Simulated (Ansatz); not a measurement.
# Cl₃HHfO: small, medium and large basis sets

How large a basis does Cl₃HHfO need? Two functionals are run in growing sets.

Program: Ansatz 0.2.0, Gaussian basis. Level of theory: one geometry, several basis sets. These are calculated values, not measurements.

Levels to be run: PBE0-D4/def2-SVP; ωB97M-V/def2-SVP; PBE0-D4/def2-QZVPP; ωB97M-V/def2-QZVPP; the functionals' def2-TZVPP values are taken from earlier runs.

1 further run of the same task is left out (for a known fault of the program).

### Step 1. The relaxed structure

The geometry comes from an earlier relaxation with PBE0-D4 in a triple-zeta def2 set; it is a stationary point. Hf takes the def2 core potential; no spin-orbit term is included.

SMILES `[OH][Hf]([Cl])([Cl])[Cl]`, 6 atoms, charge 0, spin multiplicity 1.

Atoms are counted from 1 here; the program's logs count them from 0.

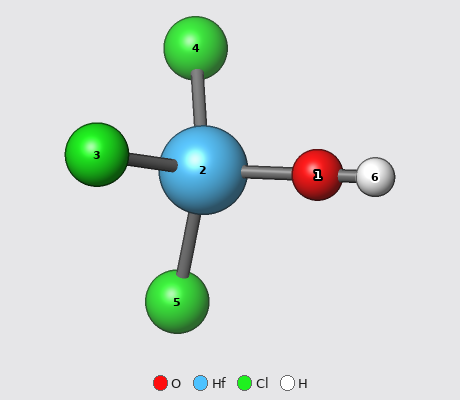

The structure; oxygen red, hafnium blue, chlorine green, hydrogen white; atoms are numbered from 1 in the order of the file.

Coordinates:

```
O    -0.51505    0.29610    1.34296
Hf    0.14855   -0.09324   -0.37397
Cl    2.03279   -1.46148   -0.17834
Cl   -1.50276   -1.19743   -1.60472
Cl    0.72976    1.90091   -1.44467
H    -0.85119    0.49124    2.21264
```

### Step 2. PBE0-D4 in def2-SVP

in.yaml reads:

```yaml
crystal:
  periodic: [false, false, false]
  atoms:
    - {symbol: O, position_ang: [-0.515051, 0.296102, 1.342958]}
    - {symbol: Hf, position_ang: [0.148548, -0.093238, -0.373970]}
    - {symbol: Cl, position_ang: [2.032791, -1.461477, -0.178338]}
    - {symbol: Cl, position_ang: [-1.502756, -1.197428, -1.604719]}
    - {symbol: Cl, position_ang: [0.729760, 1.900905, -1.444671]}
    - {symbol: H, position_ang: [-0.851193, 0.491236, 2.212641]}
basis:
  gaussian: {orbitals: def2-SVP}
hamiltonian: {xc: pbe0, dispersion: d4}
output: {orbitals: {seedname: orbitals}}
```

On the command line:

```sh
> ansatz run in.yaml --threads 4 --pin off --events-out ev --progress --plain --max-ram 10444MiB
```

Output:

```text
Functional definition: PBE0
  name "PBE0"
  cite "Adamo & Barone, J. Chem. Phys. 110, 6158 (1999) doi:10.1063/1.478522"
  cite "Perdew, Burke & Ernzerhof, Phys. Rev. Lett. 77, 3865 (1996) doi:10.1103/PhysRevLett.77.3865"
  parent pbe
  parameter a = 0.25
  parameter kappa = 0.804
  parameter beta = 0.06672455060314922
  exchange = (1 - a)*pbe_x(kappa = kappa, mu = beta*pi^2/3) + a*exact_x
  correlation = pbe_c(beta = beta)
979 factors; integrals over basis functions are off by at most 8.2e-4 eV
mean field evaluation 1: about -40912.9213 eV, gradient 5.4e1 eV
mean field evaluation 2: about -40881.5475 eV, gradient 1.4e2 eV
mean field evaluation 4: about -40918.2644 eV, gradient 3.2e0 eV
mean field evaluation 8: about -40918.4048 eV, gradient 2.9e-1 eV
mean field evaluation 16: about -40918.4050 eV, gradient 2.2e-5 eV
mean field -40918.40503171 eV, -1503.7236494242 hartree, gradient 2.2e-5 eV, S^2 0.000000; 0 other end points of the search recorded, 0 dependent functions left out
reference -40918.40508873 eV, -1503.7236515197 hartree; 36, 36 occupied and 69, 69 virtual orbitals, 979 factors
Total energy: -40918.56790749 eV, -1503.7296349986 hartree
```

It took 1.6 s on 4 threads of Arm Neoverse V1, shared host.

### Step 3. ωB97M-V in def2-SVP

in.yaml: that of step 2 with these lines changed.

```diff
@@ -11,3 +11,3 @@
   gaussian: {orbitals: def2-SVP}
-hamiltonian: {xc: pbe0, dispersion: d4}
+hamiltonian: {xc: {name: wB97M-V}}
 output: {orbitals: {seedname: orbitals}}
```

The command is unchanged.

Output (excerpt; [...] marks lines left out):

```text
Functional definition: wB97M-V
  name "wB97M-V"
  cite "Mardirossian & Head-Gordon, J. Chem. Phys. 144, 214110 (2016) doi:10.1063/1.4952647"
  cite "Becke, J. Chem. Phys. 107, 8554 (1997) doi:10.1063/1.475007"
  cite "Vydrov & Van Voorhis, J. Chem. Phys. 133, 244103 (2010) doi:10.1063/1.3521275"
  # Of w^i u^j: cxij and so on, Table III.
[...]
  gx(w, u) = 1 - cx + cx01*u + cx10*w
  gss(w, u) = css00 + css04*u^4 + css10*w + css20*w^2 + css43*w^4*u^3
  gos(w, u) = cos00 + cos10*w + (cos20 + cos21*u)*w^2 + (cos60 + cos61*u)*w^6
[...]
      + integral(e_c_pw_mod_opposite_spin*gos(b97_w_opposite, b97_u_opposite)) + vv10(b, c)
979 factors; integrals over basis functions are off by at most 8.2e-4 eV
222 factors; integrals over basis functions are off by at most 3.3e-5 eV
[...]
mean field -40928.92842801 eV, -1504.1103771051 hartree, gradient 8.2e-5 eV, S^2 0.000000; 0 other end points of the search recorded, 0 dependent functions left out
reference -40928.92851758 eV, -1504.1103803969 hartree; 36, 36 occupied and 69, 69 virtual orbitals, 979 factors
Total energy: -40928.92851758 eV, -1504.1103803969 hartree
```

Wall time 7.5 s (4 threads of Arm Neoverse V1, shared host).

### Step 4. PBE0-D4 in def2-QZVPP

in.yaml: that of step 3 with these lines changed.

```diff
@@ -10,4 +10,4 @@
 basis:
-  gaussian: {orbitals: def2-SVP}
-hamiltonian: {xc: {name: wB97M-V}}
+  gaussian: {orbitals: "def2-QZVPP.json"}
+hamiltonian: {xc: pbe0, dispersion: d4}
 output: {orbitals: {seedname: orbitals}}
```

The command is unchanged.

Output:

```text
Functional definition: PBE0
  name "PBE0"
  cite "Adamo & Barone, J. Chem. Phys. 110, 6158 (1999) doi:10.1063/1.478522"
  cite "Perdew, Burke & Ernzerhof, Phys. Rev. Lett. 77, 3865 (1996) doi:10.1103/PhysRevLett.77.3865"
  parent pbe
  parameter a = 0.25
  parameter kappa = 0.804
  parameter beta = 0.06672455060314922
  exchange = (1 - a)*pbe_x(kappa = kappa, mu = beta*pi^2/3) + a*exact_x
  correlation = pbe_c(beta = beta)
1811 factors; their error is unknown
mean field evaluation 1: about -40928.8738 eV, gradient 6.3e1 eV
mean field evaluation 2: about -40894.9412 eV, gradient 1.5e2 eV
mean field evaluation 4: about -40935.2691 eV, gradient 6.1e0 eV
mean field evaluation 8: about -40935.3475 eV, gradient 1.8e-1 eV
mean field evaluation 16: about -40935.3999 eV, gradient 7.8e-5 eV
mean field -40935.39989477 eV, -1504.3481991222 hartree, gradient 7.8e-5 eV, S^2 0.000000; 0 other end points of the search recorded, 0 dependent functions left out
reference -40935.39992847 eV, -1504.3482003606 hartree; 36, 36 occupied and 342, 342 virtual orbitals, 1811 factors
Total energy: -40935.56274722 eV, -1504.3541838395 hartree
```

It took 8.5 s on 4 threads of Arm Neoverse V1, shared host; peak memory 1.5 GiB.

### Step 5. ωB97M-V in def2-QZVPP

in.yaml: that of step 4 with these lines changed.

```diff
@@ -11,3 +11,3 @@
   gaussian: {orbitals: "def2-QZVPP.json"}
-hamiltonian: {xc: pbe0, dispersion: d4}
+hamiltonian: {xc: {name: wB97M-V}}
 output: {orbitals: {seedname: orbitals}}
```

Launched as before.

Output (excerpt; [...] marks lines left out):

```text
Functional definition: wB97M-V
  name "wB97M-V"
  cite "Mardirossian & Head-Gordon, J. Chem. Phys. 144, 214110 (2016) doi:10.1063/1.4952647"
  cite "Becke, J. Chem. Phys. 107, 8554 (1997) doi:10.1063/1.475007"
  cite "Vydrov & Van Voorhis, J. Chem. Phys. 133, 244103 (2010) doi:10.1063/1.3521275"
  # Of w^i u^j: cxij and so on, Table III.
[...]
  gx(w, u) = 1 - cx + cx01*u + cx10*w
  gss(w, u) = css00 + css04*u^4 + css10*w + css20*w^2 + css43*w^4*u^3
  gos(w, u) = cos00 + cos10*w + (cos20 + cos21*u)*w^2 + (cos60 + cos61*u)*w^6
[...]
      + integral(e_c_pw_mod_opposite_spin*gos(b97_w_opposite, b97_u_opposite)) + vv10(b, c)
1710 factors; their error is unknown
289 factors; integrals over basis functions are off by at most 4.5e-5 eV
[...]
mean field -40945.77844813 eV, -1504.7296039235 hartree, gradient 2.9e-5 eV, S^2 0.000000; 0 other end points of the search recorded, 0 dependent functions left out
reference -40945.77850155 eV, -1504.7296058866 hartree; 36, 36 occupied and 342, 342 virtual orbitals, 1710 factors
Total energy: -40945.77850155 eV, -1504.7296058866 hartree
```

It took 21 s on 4 threads of Arm Neoverse V1, shared host; peak memory 1.8 GiB.

### Step 6. Density functionals: the series

The def2-TZVPP values come from earlier runs at the same geometry.

| functional | basis | functions | energy (eV) | from the largest (eV) | HOMO (eV) | LUMO (eV) |
| --- | --- | --- | --- | --- | --- | --- |
| PBE0-D4 | def2-SVP | 105 | -40918.5679 | 16.995 | -9.28 | -1.36 |
| PBE0-D4 | def2-TZVPP | 227 | -40934.3405 | 1.222 | -9.30 | -1.40 |
| PBE0-D4 | def2-QZVPP | 378 | -40935.5627 | 0.000 | -9.33 | -1.46 |
| ωB97M-V | def2-SVP | 105 | -40928.9285 | 16.850 | -11.43 | 0.80 |
| ωB97M-V | def2-TZVPP | 227 | -40944.6184 | 1.160 | -11.51 | 0.70 |
| ωB97M-V | def2-QZVPP | 378 | -40945.7785 | 0.000 | -11.55 | 0.34 |

### Step 7. Summary of results

| quantity | value |
| --- | --- |
| PBE0-D4: double and triple zeta above quadruple | 16.99, 1.22 eV |
| ωB97M-V: double and triple zeta above quadruple | 16.85, 1.16 eV |

**Reading.** For PBE0-D4 the step from double to triple zeta gains 15.77 eV and the next only 1.22 eV. Total energies overstate the basis error of differences, where much of it tends to cancel.

For PBE0-D4 the largest set took about 5 times as long as the smallest (8.5 s against 1.6 s).
